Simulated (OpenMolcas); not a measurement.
## N2: geometry relaxation (part 4 of 4)

Continued. System: N2, SMILES N#N. Method: B3LYP/6-31G*, RKS (OpenMolcas 26.06). The geometry comes from this level: PBE0-D4/def2-TZVP.

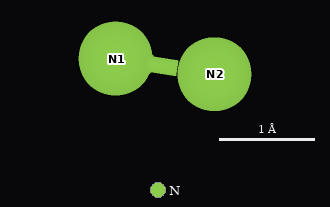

The geometry at step 1 of the log (ball-and-stick view, seen at a tilt; atoms are numbered from 1 in the order of the input).

Trajectory as extended XYZ (Å, eV, eV/Å), 3 frames, from step=0 to step=2
```
2
Properties=species:S:1:pos:R:3:forces:R:3 step=0 energy=-2980.28287
N     0.4655   -0.1503    0.2398    2.2418  -0.7238   1.1548
N    -0.4655    0.1503   -0.2398   -2.2418   0.7238  -1.1548
2
Properties=species:S:1:pos:R:3:forces:R:3 step=1 energy=-2980.30236
N     0.4739   -0.1530    0.2441   -0.4757   0.1536  -0.2450
N    -0.4739    0.1530   -0.2441    0.4757  -0.1536   0.2450
2
Properties=species:S:1:pos:R:3:forces:R:3 step=2 energy=-2980.30337
N     0.4723   -0.1525    0.2433    0.0005  -0.0002   0.0003
N    -0.4723    0.1525   -0.2433   -0.0005   0.0002  -0.0003
```

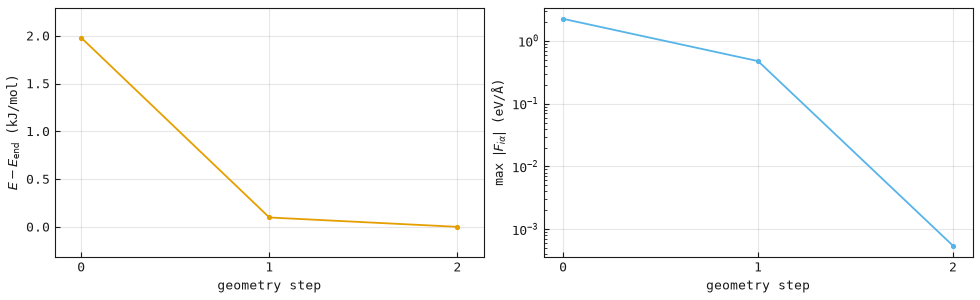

Progress of the relaxation, step by step (steps are counted from 0). After 2 geometry steps the energy has fallen by 1.98 kJ/mol. The largest force component goes from 2.2 to 0.00055 eV/Å. The largest moves after the best rigid fit, 0.008 Å, are those of N1 and N2. Among the contacts that change: N1–N2 1.090 → 1.105 Å. (Atoms are counted from 1 in the order of the input.)

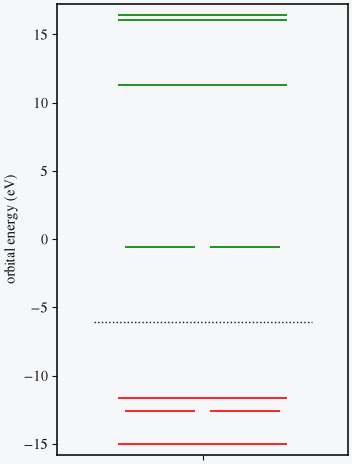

Orbital energies near the frontier; the dotted line parts filled from empty levels, and levels within 0.02 eV of each other stand side by side. Highest filled −11.62 eV, lowest empty −0.59 eV, 11.03 eV apart.

This output came from the following input.

The input
```
&GATEWAY
BASLIB = $CurrDir
COORD
2
bohr
N      0.87966751    -0.28402584     0.45315632
N     -0.87966751     0.28402584    -0.45315632
BASIS = 6-31Gs
GROUP = NoSym
>>> EXPORT MOLCAS_MAXITER=50
>>> Do While
&SEWARD
&SCF
KSDFT = B3LYP
PRORBITALS = 0
&SLAPAF
>>> EndDo
>>> COPY $Project.Opt.xyz $CurrDir/final.xyz
>>> COPY $Project.slapaf.h5 $CurrDir/final.slapaf.h5
&MCKINLEY
```

Command:
```bash
export MOLCAS_MEM=1860
pymolcas mol.input > mol.log
```

Summary

| quantity | value |
| --- | --- |
| outcome | converged |
| total energy | −109.524129 hartree |
| basis functions | 30 |
| HOMO | −11.62 eV |
| LUMO | −0.59 eV |
| dipole moment | 0.00 debye |
| zero-point energy | 0.005600 hartree |
| wavenumbers, lowest and highest | 2458 cm⁻¹ |
| hardware | 1 thread of Intel Xeon (Granite Rapids), 64 GiB of memory available, shared host |
| wall time | 7.2 s |
| peak memory | 0.38 GiB |

Remarks

Further notes kept with the run: the program's entropy of a linear molecule is wrong.
